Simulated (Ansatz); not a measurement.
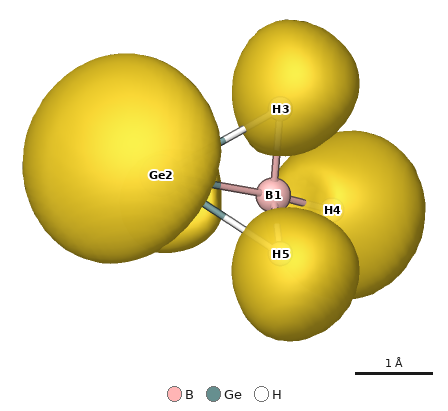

The picture shows: BGeH$_{3}$. Isosurface of the electron localisation function at 0.85 (yellow), seen at an oblique angle. Core shells and regions of very low density are left out.

Geometry: B3LYP-D3(BJ)/def2-SVP.

Computed with isolated molecule in a Gaussian basis; Kohn-Sham density functional theory, functional PBE0 (Ansatz 0.2.0).

```csv
atom,x (Å),y (Å),z (Å)
B,0.0731,0.1799,-0.2025
Ge,1.6401,0.6648,-1.1882
H,1.1290,-0.4522,0.2347
H,-0.9921,-0.1672,0.2181
H,0.4810,1.3813,0.1066
```

Question: What do the ELF domains correspond to?

Answer: The surface consists of three regions around hydrogen nuclei and two lobes on Ge, pointing away from the bonds (lone pairs).

Values along the shortest contacts:
Ge–B (1.91 Å): the ELF peaks at about 0.65 in the valence shell of B, 0.8 Å from its nucleus, and is about 0.45 at the midpoint. B–H (1.20 Å): the ELF climbs to about 1 towards the hydrogen, as it does in any bond to H (an ordinary covalent bond to hydrogen).
